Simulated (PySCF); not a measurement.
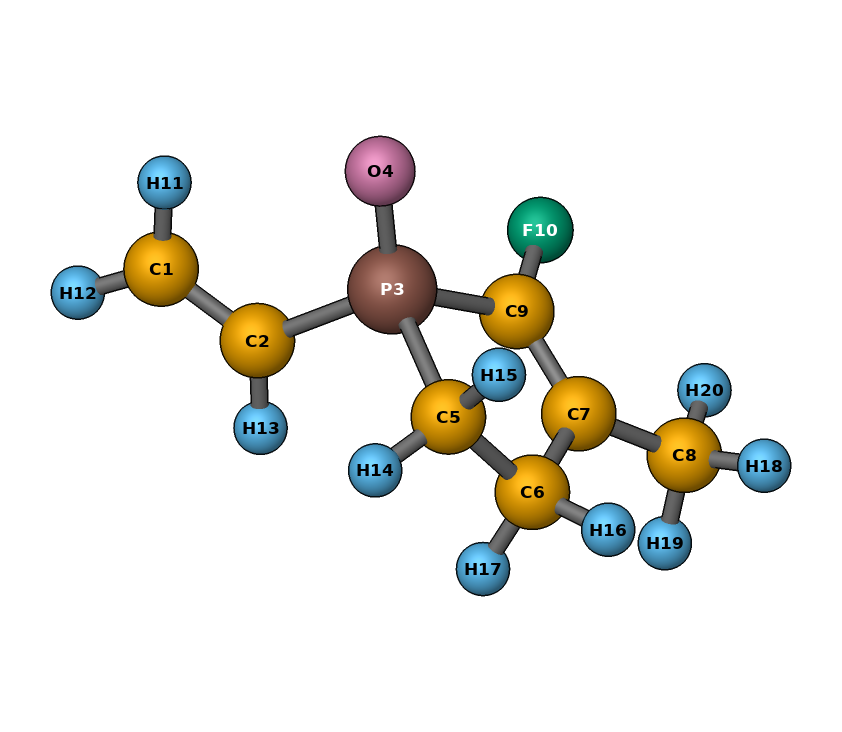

Computed geometry: GFN2-xTB optimisation. No frequency run is at hand to confirm it as a minimum. Properties computed with GIAO PBE0/pcSseg-1 NMR shielding, non-relativistic, gas phase (PySCF 2.14.0). Principal shieldings σ11 ≤ σ22 ≤ σ33, span Ω = σ33 − σ11, skew κ = 3(σiso − σ22)/Ω.

Give the shielding tensors of the F atoms.

| atom | σ11 | σ22 | σ33 | σiso | Ω | κ |
| --- | --- | --- | --- | --- | --- | --- |
| F10 | 214.8 | 289.8 | 455.1 | 319.9 | 240.2 | 0.38 |

Shieldings and span in ppm.

The geometry is semi-empirical. Around P such bond lengths and angles can be off by a tenth of an ångström or more and by several degrees, and values that hang on the shape move with them.
